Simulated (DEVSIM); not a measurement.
Device: Pt/SiON/SiO2/p-Si capacitor, at 300 K.

```tsv
layer (left to right)	material	thickness (nm)	Na (cm⁻³)
1	SiON	24.0	-
2	SiO2	1.30	-
3	Si	17000	2.4e14
```

Metal gate on the left, work function 5.6 eV. Fixed charge at the semiconductor interface 0 cm⁻² (in units of +e); no interface traps.

Constants are typed, rounded textbook-type inputs, not results; the design itself was drawn at random and stands for no fabricated device. Values at 300 K.

```tsv
parameter	SiON	SiO2	Si
gap (eV)	7	9	1.124
affinity (eV)	1.4	0.9	4.05
permittivity	5.5	3.9	11.7
Nc (cm⁻³)	-	-	2.86e19
Nv (cm⁻³)	-	-	3.1e19
```

DEVSIM, 1D Poisson equation in equilibrium, Boltzmann statistics, complete ionisation; no quantum confinement or tunnelling. Metal contacts follow the ideal Schottky-Mott rule: no Fermi-level pinning, no interface dipoles.

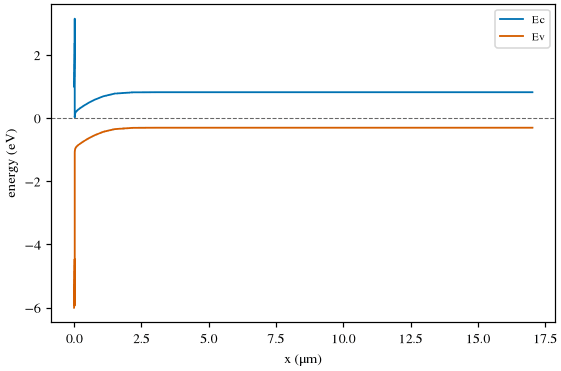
*Band edges at 3.2 V on the gate*

Energies count from the Fermi level of the right contact; mesh points crowd at the junctions.

| x (μm) | Ec (eV) | Ev (eV) | n (cm⁻³) | p (cm⁻³) | field (V/cm) |
|---|---|---|---|---|---|
| 0.000 | 1.000 | -6.000 | < 1e2 | < 1e2 | 650000 |
| 0.002035 | 1.132 | -5.868 | < 1e2 | < 1e2 | 650000 |
| 0.007551 | 1.489 | -5.511 | < 1e2 | < 1e2 | 650000 |
| 0.01739 | 2.127 | -4.873 | < 1e2 | < 1e2 | 650000 |
| 0.02310 | 2.497 | -4.503 | < 1e2 | < 1e2 | 650000 |
| 0.02447 | 3.098 | -5.902 | < 1e2 | < 1e2 | 910000 |
| 0.02534 | 0.025 | -1.099 | 1.1e19 | < 1e2 | 300000 |
| 0.02912 | 0.084 | -1.040 | 1.1e18 | 110 | 94000 |
| 0.03888 | 0.137 | -0.987 | 1.4e17 | 830 | 34000 |
| 0.06631 | 0.193 | -0.931 | 1.7e16 | 7000 | 13000 |
| 0.1489 | 0.265 | -0.859 | 1.0e15 | 120000 | 6900 |
| 0.5422 | 0.485 | -0.639 | 2.0e11 | 5.7e8 | 4800 |
| 1.506 | 0.775 | -0.349 | 2700000 | 4.3e13 | 1300 |
| 4.407 | 0.820 | -0.304 | 480000 | 2.4e14 | ≈ 0 |
| 12.99 | 0.820 | -0.304 | 480000 | 2.4e14 | ≈ 0 |
| 15.62 | 0.820 | -0.304 | 480000 | 2.4e14 | ≈ 0 |
| 16.55 | 0.820 | -0.304 | 480000 | 2.4e14 | ≈ 0 |
| 16.86 | 0.820 | -0.304 | 480000 | 2.4e14 | ≈ 0 |
| 16.99 | 0.820 | -0.304 | 480000 | 2.4e14 | ≈ 0 |
| 17.01 | 0.820 | -0.304 | 480000 | 2.4e14 | ≈ 0 |
| 17.02 | 0.820 | -0.304 | 480000 | 2.4e14 | ≈ 0 |
| 17.02 | 0.820 | -0.304 | 480000 | 2.4e14 | ≈ 0 |
